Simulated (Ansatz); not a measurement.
The calculation's input:

```
crystal:
  periodic: [false, false, false]
  atoms:
    - symbol: C
      position_ang: [-0.602626, 0.697812, 0.462475]
    - symbol: C
      position_ang: [-1.877480, 0.332151, 0.169105]
    - symbol: B
      position_ang: [-1.037182, 0.832465, -0.961507]
    - symbol: F
      position_ang: [-0.837306, 1.145277, -2.220020]
    - symbol: Li
      position_ang: [-1.522562, 0.072897, 2.094471]
basis:
  gaussian: {orbitals: def2-TZVPD}
magnetization: {spin_polarized: true, initial_magnetization: 1}
hamiltonian: {xc: {name: PBE0}}
output: {forces: true, orbitals: {seedname: orbitals}}
```

Run with:

```sh
ansatz run input.yaml --threads 1 --pin off --max-ram 2610MiB --events-out events.jsonl --progress --plain --runs-dir runs
```

Geometry: r2SCAN-D4/def2-SVP.

The calculation used Ansatz, isolated molecule in a Gaussian basis; Kohn-Sham density functional theory, functional PBE0.

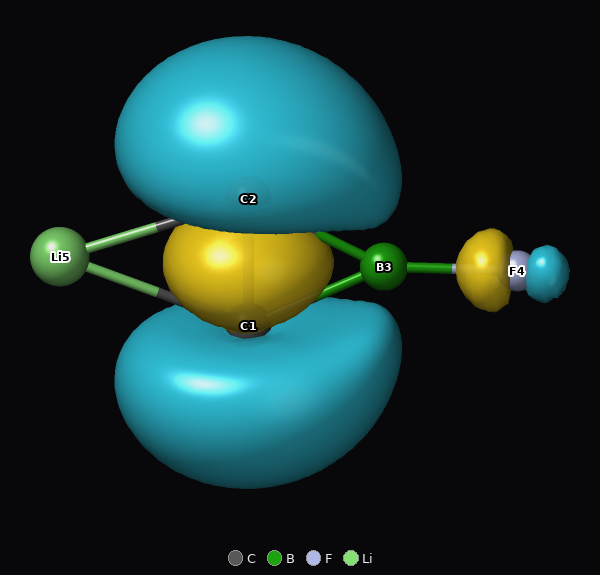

C₂BFLi (SMILES FB1[C]2[Li-][C+]12) (doublet). The HOMO−1 (α) at ±0.1 Å⁻³ᐟ² (yellow and cyan are the two phases), seen at a tilt.

**What is the character of this orbital?**

By Hirshfeld shares it lies mainly on C1 (about 40 %) and C2 (about 40 %); it is symmetric in the molecular plane (an in-plane orbital: σ, lone-pair or in-plane π type). Its energy is −7.07 eV.
